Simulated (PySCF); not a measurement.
## Property calculation of AlHOF2

AlHOF2, computed with HF/6-31G**, RHF (PySCF 2.14.0).

The geometry comes from this level: PBE0-D4/def2-TZVP.

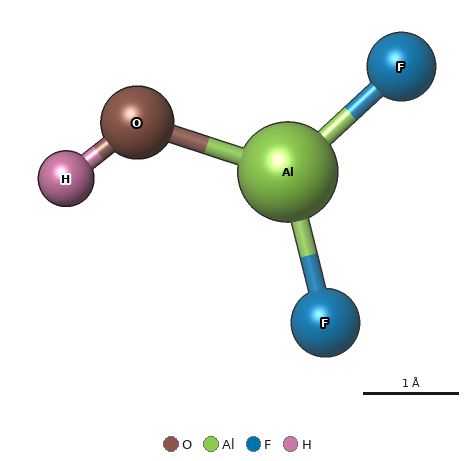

**Figure 1.** The structure as given in the input (ball-and-stick view, seen on its broad side). Sticks mark near contacts. Bond lengths as drawn: Al–F 1.63 to 1.64 Å, Al–O 1.67 Å and H–O 0.96 Å.

Input (run.py)
```python
import numpy
from pyscf import gto, scf, lo

mol = gto.M(
    atom='''
O        0.004500       1.227000       0.002400
Al       0.185700      -0.435200       0.092100
F        1.487400      -1.050600       0.862600
F       -0.897900      -1.471800      -0.566700
H       -0.729900       1.657100      -0.431800
''',
    max_memory=1860,
    verbose=3,
    spin=0,
    basis='6-31g**',
)

hf = scf.RHF(mol)
hf.conv_tol = 1e-10
hf.kernel()
if not hf.converged:
    hf = hf.newton().run(hf.mo_coeff, hf.mo_occ)

energy = hf.e_tot
print('Final energy', energy)
hf.analyze()
quad = hf.quad_moment()
occ = hf.mo_coeff[:, hf.mo_occ > 0]
iaos = lo.vec_lowdin(lo.iao.iao(mol, occ), hf.get_ovlp())
c = iaos.T @ hf.get_ovlp() @ occ
pop_iao, q_iao = scf.hf.mulliken_pop(lo.iao.reference_mol(mol), (c * hf.mo_occ[hf.mo_occ > 0]) @ c.T, numpy.eye(c.shape[0]), verbose=0)
print('IAO charges', numpy.round(q_iao, 4))
```

Hardware: 1 thread of Arm Neoverse V1, 24 GiB of memory available, shared host.

Run as:
```bash
OMP_NUM_THREADS=1 python run.py
```

The program's output
```
converged SCF energy = -516.434791184552
Final energy -516.4347911845523
**** MO energy ****
MO #1   energy= -58.5137363783042  occ= 2
MO #2   energy= -26.2654216016837  occ= 2
MO #3   energy= -26.2609163549986  occ= 2
MO #4   energy= -20.5656739673058  occ= 2
MO #5   energy= -4.93686265662969  occ= 2
MO #6   energy= -3.25435808837641  occ= 2
MO #7   energy= -3.252298863305    occ= 2
MO #8   energy= -3.25171606957815  occ= 2
MO #9   energy= -1.55046475438018  occ= 2
MO #10  energy= -1.54068370495304  occ= 2
MO #11  energy= -1.32671737744625  occ= 2
MO #12  energy= -0.717768424517206 occ= 2
MO #13  energy= -0.680308908457186 occ= 2
MO #14  energy= -0.657539213552853 occ= 2
MO #15  energy= -0.637069396410453 occ= 2
MO #16  energy= -0.636235413745692 occ= 2
MO #17  energy= -0.62185681834002  occ= 2
MO #18  energy= -0.614822683975895 occ= 2
MO #19  energy= -0.53985758580728  occ= 2
MO #20  energy= -0.520418475266081 occ= 2
MO #21  energy= 0.0778583317910195 occ= 0
MO #22  energy= 0.105912654586687  occ= 0
MO #23  energy= 0.166487104699554  occ= 0
MO #24  energy= 0.183558680817729  occ= 0
MO #25  energy= 0.287533368136266  occ= 0
MO #26  energy= 0.320082060367832  occ= 0
MO #27  energy= 0.363669411293881  occ= 0
MO #28  energy= 0.491097978807058  occ= 0
MO #29  energy= 0.522223337500607  occ= 0
MO #30  energy= 0.71287221437362   occ= 0
MO #31  energy= 0.718546899505432  occ= 0
MO #32  energy= 0.852079839647037  occ= 0
MO #33  energy= 1.0181000160897    occ= 0
MO #34  energy= 1.07390724044456   occ= 0
MO #35  energy= 1.18030490947975   occ= 0
MO #36  energy= 1.2351540094842    occ= 0
MO #37  energy= 1.31504250895325   occ= 0
MO #38  energy= 1.44504405320799   occ= 0
MO #39  energy= 1.56429163464513   occ= 0
MO #40  energy= 1.58039153729428   occ= 0
MO #41  energy= 1.62077334525016   occ= 0
MO #42  energy= 1.63863256742726   occ= 0
MO #43  energy= 1.65605435270005   occ= 0
MO #44  energy= 1.68298112635481   occ= 0
MO #45  energy= 1.75957971976496   occ= 0
MO #46  energy= 1.87914530344025   occ= 0
MO #47  energy= 2.01195325166327   occ= 0
MO #48  energy= 2.06076101119614   occ= 0
MO #49  energy= 2.07420450147524   occ= 0
MO #50  energy= 2.11233632911717   occ= 0
MO #51  energy= 2.13030871338063   occ= 0
MO #52  energy= 2.13046989568831   occ= 0
MO #53  energy= 2.15398796333227   occ= 0
MO #54  energy= 2.21224880682392   occ= 0
MO #55  energy= 2.33038280960964   occ= 0
MO #56  energy= 2.34867417261481   occ= 0
MO #57  energy= 2.37068647450672   occ= 0
MO #58  energy= 2.57440744782613   occ= 0
MO #59  energy= 2.68485582841317   occ= 0
MO #60  energy= 2.77490916936165   occ= 0
MO #61  energy= 2.93781695299657   occ= 0
MO #62  energy= 2.96753081056224   occ= 0
MO #63  energy= 3.02182958459364   occ= 0
MO #64  energy= 3.13364315818137   occ= 0
MO #65  energy= 3.84222648820815   occ= 0
 ** Mulliken atomic charges  **
charge of    0O =     -0.80616
charge of    1Al =      1.58287
charge of    2F =     -0.56120
charge of    3F =     -0.56649
charge of    4H =      0.35098
Dipole moment(X, Y, Z, Debye): -1.49113,  1.26655, -0.87668
Traceless quadrupole moment (Debye*A):

IAO charges [-0.8825  1.7459 -0.618  -0.6218  0.3764]
```

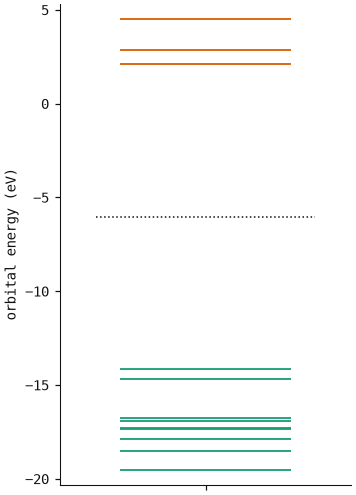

**Figure 2.** Orbital energies near the frontier; the dotted line parts filled from empty levels, and levels within 0.02 eV of each other stand side by side. Highest filled −14.16 eV, lowest empty 2.12 eV, 16.28 eV apart.

Results in brief

- outcome: converged
- total energy: −516.434791 hartree
- basis functions: 65
- HOMO: −14.16 eV
- LUMO: 2.12 eV
- dipole moment: 2.14 D
- wall time: 1.3 s
- peak memory: 0.14 GiB
